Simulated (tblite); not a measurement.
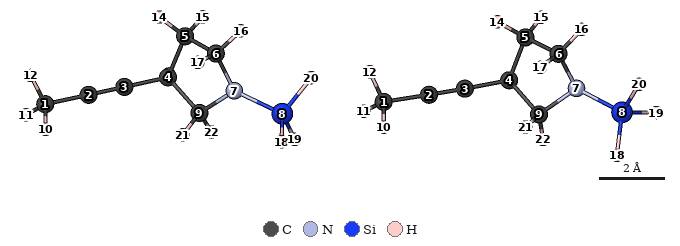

Two geometries of C7H13NSi, drawn at one scale. One is the start of a relaxation, the other its converged end. Style: ball-and-stick. Shown face on.

The calculation used GFN2-xTB geometry optimisation, gas phase in tblite 0.8.0. 

> Which geometry has the lower energy?

The left one is the relaxed one. The atom that moves furthest after the best rigid fit is an H atom (1.07 Å). By element the largest moves are H 1.07 Å, N 0.32 Å, C 0.17 Å, Si 0.08 Å. Near-neighbour distances that change, for instance: C–C 1.490 → 1.448 Å, C–H 1.131 → 1.094 Å, H–Si 1.496 → 1.463 Å, C–C 1.521 → 1.550 Å. Among the angles between lasting bonds that change: C–N–Si 116.0° → 125.5°, H–Si–H 104.9° → 113.2°, C–C–N 98.8° → 105.5°. The energy falls by 0.622 eV in 140 geometry steps.
